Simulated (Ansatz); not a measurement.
Run report: C2H6AlFO2, phonon calculation

- system: C2H6AlFO2
- method: RKS CAM-B3LYP-D4/def2-SVP (Ansatz 0.2.0)

It belongs to a series of runs on one base structure; here: vibrations at the highest image of the band.

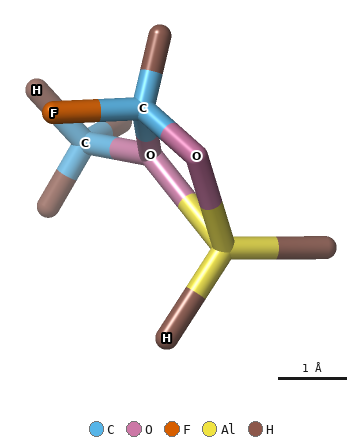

*The input geometry (stick view, seen at a tilt). Sticks mark near contacts.*

Results in brief:

| quantity | value |
| --- | --- |
| outcome | converged |
| total energy | −15569.2566 eV |
| mean-field energy | −15569.0519 eV |
| largest force (length of the vector) | 0.031 eV/Å |
| hardware | 2 threads of Arm Neoverse V1, 24 GiB of memory available, shared host |
| wall time | 3.5 min (CPU time 6.9 min) |
| peak memory | 0.34 GiB |

Input:
```yaml
crystal:
  periodic: [false, false, false]
  atoms:
    - { symbol: C, position_ang: [0.971359, -0.037929, 1.28455] }
    - { symbol: O, position_ang: [0.29942, -0.179613, 0.037851] }
    - { symbol: C, position_ang: [-1.062515, -0.717603, -0.05053] }
    - { symbol: F, position_ang: [-1.75709, -0.159548, 0.980794] }
    - { symbol: O, position_ang: [-1.45029, -0.322616, -1.237402] }
    - { symbol: Al, position_ang: [-0.03914, 0.732941, -1.689526] }
    - { symbol: H, position_ang: [1.942051, -0.548449, 1.227751] }
    - { symbol: H, position_ang: [0.357774, -0.480906, 2.078443] }
    - { symbol: H, position_ang: [1.117533, 1.028714, 1.50312] }
    - { symbol: H, position_ang: [-1.034757, -1.808274, 0.130083] }
    - { symbol: H, position_ang: [0.900027, 0.154829, -2.817769] }
    - { symbol: H, position_ang: [-0.167269, 2.283058, -1.413467] }
basis:
  gaussian: { orbitals: def2-SVP }
hamiltonian:
  xc: cam_b3lyp
  dispersion: d4
phonons: {}
```

Launch command:
```bash
ansatz run input.yaml --threads 2 --pin off --max-ram 3072MiB --backend cpu --events-out ev --progress --plain --runs-dir out
```

The program's output:
```
Engine: ansatz 0.2.0, aarch64-unknown-linux-gnu
Functional definition: CAM-B3LYP
  parameter alpha = 0.19
  parameter beta = 0.46
  parameter omega = 0.33/bohr
  parameter ac = 0.81
  exchange = (1 - alpha - beta)*b88_x + beta*b88_x_sr(omega) + alpha*exact_x + beta*exact_x_lr(omega)
  correlation = (1 - ac)*vwn5_c + ac*lyp_c
1253 factors; integrals over basis functions are off by at most 3.7e-4 eV
390 factors; integrals over basis functions are off by at most 8.8e-7 eV
mean field evaluation 1: about -15564.1394 eV, gradient 5.3e1 eV
mean field evaluation 2: about -15562.6862 eV, gradient 6.2e1 eV
mean field evaluation 4: about -15569.0080 eV, gradient 2.5e0 eV
mean field evaluation 8: about -15569.0518 eV, gradient 2.5e-2 eV
mean field -15569.05179117 eV, -572.1521002430 hartree, gradient 5.8e-5 eV, S^2 0.000000; 0 other end points of the search recorded, 0 dependent functions left out
the calculation of the forces begins
reference -15569.05192282 eV, -572.1521050812 hartree; 28, 28 occupied and 90, 90 virtual orbitals, 1253 factors
these checks for a lower state are left out or cut short: stability, starts, cluster_reference, orbital_swaps, neighbouring_geometries, increment
1253 factors; integrals over basis functions are off by at most 3.7e-4 eV
390 factors; integrals over basis functions are off by at most 8.8e-7 eV
mean field evaluation 16: about -15569.0189 eV, gradient 1.8e-1 eV
mean field -15569.05164247 eV, -572.1520947784 hartree, gradient 1.9e-6 eV, S^2 0.000000; 0 other end points of the search recorded, 0 dependent functions left out
[... from here on the field's lines of each further geometry are left out, up to the last ...]
the calculation of the forces begins
reference -15569.05190825 eV, -572.1521045460 hartree; 28, 28 occupied and 90, 90 virtual orbitals, 1253 factors
these checks for a lower state are left out or cut short: stability, starts, cluster_reference, orbital_swaps, neighbouring_geometries, increment
1253 factors; integrals over basis functions are off by at most 3.7e-4 eV
390 factors; integrals over basis functions are off by at most 8.8e-7 eV
mean field -15569.05179477 eV, -572.1521003756 hartree, gradient 7.7e-6 eV, S^2 0.000000; 0 other end points of the search recorded, 0 dependent functions left out
the calculation of the forces begins
reference -15569.05192643 eV, -572.1521052138 hartree; 28, 28 occupied and 90, 90 virtual orbitals, 1253 factors
WARN: phonons: modes at or below zero, which the zero-point energy, F, S and C_V leave out: 1, the lowest at -124.29 cm⁻¹. A minimum has none, and a first-order saddle one
Total energy: -15569.25658181 eV, -572.1596261605 hartree
Atom 0 at     0.971359    -0.037929     1.284550 Å, force     0.004992     0.002186    -0.006213 eV/Å
Atom 1 at     0.299420    -0.179613     0.037851 Å, force     0.014515    -0.006051     0.001954 eV/Å
Atom 2 at    -1.062515    -0.717603    -0.050530 Å, force    -0.026886     0.009704     0.010934 eV/Å
Atom 3 at    -1.757090    -0.159548     0.980794 Å, force     0.002594    -0.009934    -0.007716 eV/Å
Atom 4 at    -1.450290    -0.322616    -1.237402 Å, force     0.003594    -0.000600    -0.005642 eV/Å
Atom 5 at    -0.039140     0.732941    -1.689526 Å, force     0.004713     0.004081     0.009485 eV/Å
Atom 6 at     1.942051    -0.548449     1.227751 Å, force     0.001130     0.001995     0.002105 eV/Å
Atom 7 at     0.357774    -0.480906     2.078443 Å, force    -0.002052     0.000368    -0.001068 eV/Å
Atom 8 at     1.117533     1.028714     1.503120 Å, force     0.000271     0.001212    -0.000217 eV/Å
Atom 9 at    -1.034757    -1.808274     0.130083 Å, force     0.002574     0.000612    -0.001711 eV/Å
Atom 10 at     0.900027     0.154829    -2.817769 Å, force    -0.003186    -0.004466    -0.001278 eV/Å
Atom 11 at    -0.167269     2.283058    -1.413467 Å, force    -0.002258     0.000894    -0.000634 eV/Å
Dipole moment:     0.481109    -0.263311     0.596382 e Å
Vibrations: -124.29 100.33 112.33 226.59 351.45 396.49 463.50 554.75 568.72 643.15 699.59 709.94 815.12 927.85 1082.55 1160.28 1177.89 1221.04 1297.10 1352.90 1441.22 1464.65 1477.16 1491.94 1962.06 1971.13 3075.67 3080.08 3176.85 3194.65 cm⁻¹, zero-point energy 2.243926 eV
```

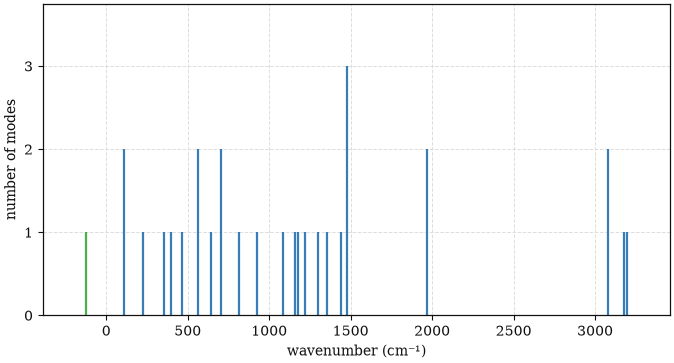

*Harmonic vibrational wavenumbers from the force constants; neighbouring modes closer than 15 cm⁻¹ are counted in one stick, and imaginary ones are drawn at negative wavenumbers.*

30 modes from 124i to 3195 cm⁻¹, 1 imaginary beyond 8i (124i cm⁻¹): a first-order saddle point, if the geometry is stationary.
